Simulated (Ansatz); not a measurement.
**Profile along the Ba–F line in BaF2 (fluorite)**

BaF2 (fluorite), conventional cell a = 6.1374 Å, b = 6.1374 Å, c = 6.1374 Å, α = 90.00°, β = 90.00°, γ = 90.00°. The calculation uses the primitive cell of 3 atoms, to which meshes and values per cell refer.

Fields along a shortest Ba–F line of a {110} plane (2.66 Å), from Ba to F, interpolated on the slice's grid (step about 0.2 Å). All values below come from PBEsol (plane waves to 420 eV, PAW, scalar-relativistic; Ansatz, a first-principles code). k mesh 9×9×9. Near the nuclei the fields are pseudised (PAW); where an atom keeps semicore shells as valence, they peak there. BaF2 was relaxed with its symmetry unable to fall.

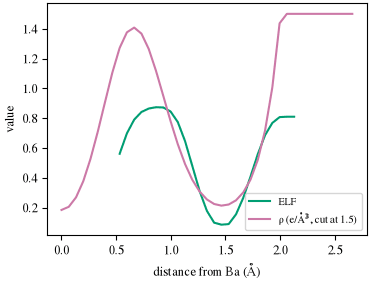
Fig. 1. ELF (away from the nuclei) and valence density from Ba to F.

Density on the Ba–F line (2.66 Å) at its density minimum, 1.5 Å from Ba: 0.21 e/Å³. ELF at that point: 0.1. Character of the Ba–F contact (rough rule: ELF there above 0.7 covalent, below 0.2 ionic, polar between): closed-shell (ionic).
